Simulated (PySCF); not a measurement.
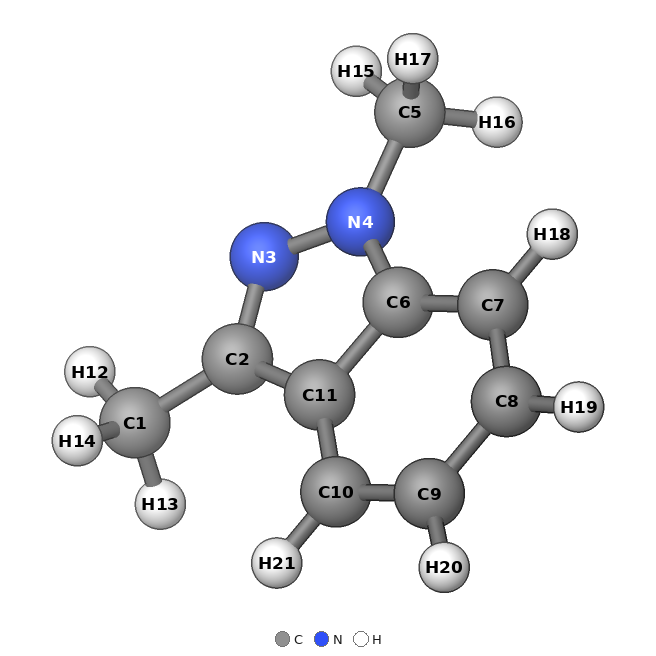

Computed geometry: GFN2-xTB optimisation. No frequency run is at hand to confirm it as a minimum. Electric field gradients from the ground-state density, PBE0/pcSseg-1 (PySCF 2.14.0), non-relativistic apart from any core potentials.

Give the largest field-gradient component, the quadrupole coupling constant and the asymmetry for 14N at N3 (Q = 20.44 mb), 14N at N4 (Q = 20.44 mb), 2H at H12 (Q = 2.86 mb), 2H at H13 (Q = 2.86 mb), 2H at H15 (Q = 2.86 mb), 2H at H16 (Q = 2.86 mb).

| atom | V_zz (a.u.) | e²qQ/h (MHz) | η |
| --- | --- | --- | --- |
| N3 | −1.076 | −5.17 | 0.48 |
| N4 | −0.938 | −4.50 | 0.30 |
| H12 | 0.315 | 0.212 | 0.02 |
| H13 | 0.311 | 0.209 | 0.02 |
| H15 | 0.304 | 0.204 | 0.05 |
| H16 | 0.298 | 0.200 | 0.06 |
